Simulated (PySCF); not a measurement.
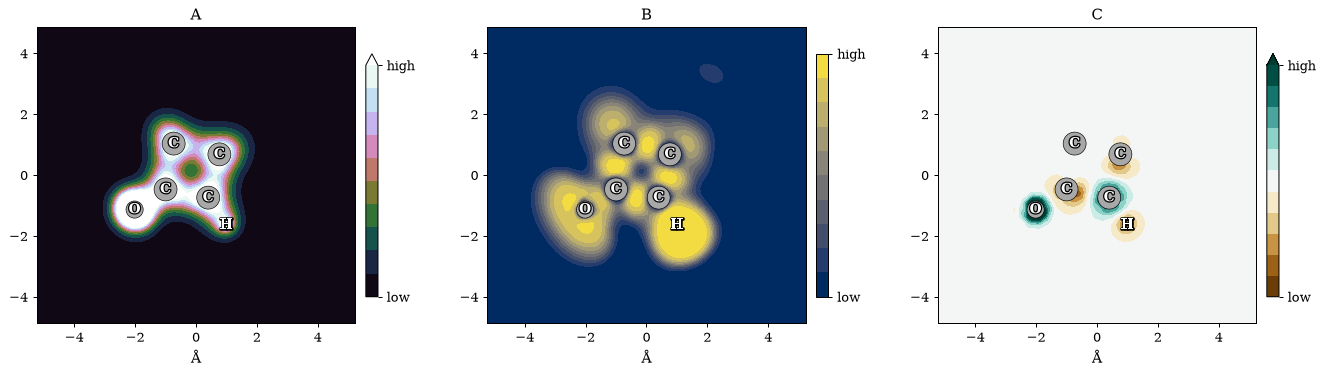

C₄H₆FOSi (doublet): 3 fields on the plane of atoms C2, C3 and H8, with unlabelled colour scales. Grey discs cover the atomic cores.

Geometry: GFN2-xTB.

Theory: UKS B3LYP, pcH-1 on C F H O Si, non-relativistic, mean-field spin-orbit, GIAO (PySCF 2.14.0, density-fitted response routines).

### Which field does each panel show? The fields are: electron density, electron localisation function and spin density.

Panel A: electron density. Panel B: electron localisation function. Panel C: spin density (confined to the atoms that carry the unpaired spin). From the grid: C–O (1.22 Å): the density is about 3.2 e/Å³ at the midpoint; the ELF peaks at about 0.85 between the atoms; a short, multiple covalent bond. C–C (1.43 Å): ρ at the midpoint is about 2 e/Å³; the ELF peaks at about 0.95 between the atoms, as expected for localised, covalent bonding.
